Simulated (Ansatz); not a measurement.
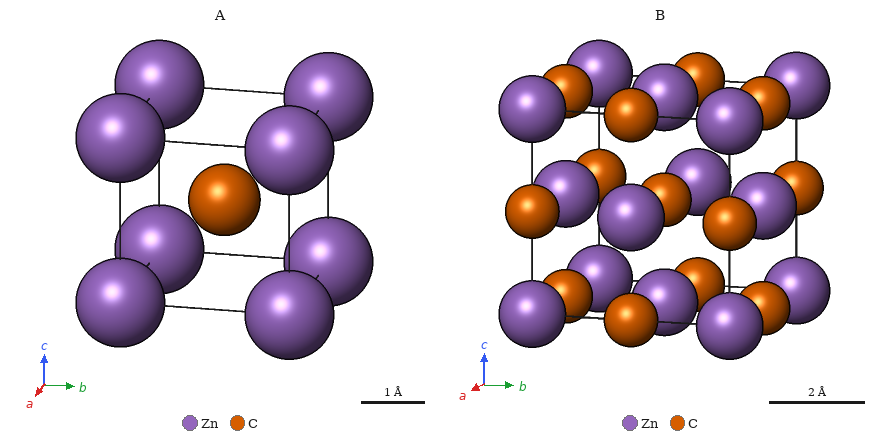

Two structures of ZnC, each relaxed to rest (conventional cells in solid outline, small ones repeated, not to one scale). Method: DFT PBE, scalar-relativistic, plane waves, PAW (Ansatz 0.2.0), without spin polarisation.

### What structure does each panel show?

A: caesium chloride (CsCl, B2) type, Pm-3m. B: rock salt (NaCl type), Fm-3m.

### What is the energy order of the two?

B is lower, by 267 meV/atom at this level of theory (energies at zero smearing). Volumes: A 10.5, B 10.6 Å³/atom.

One or both may be structure types tried for this composition rather than known phases.
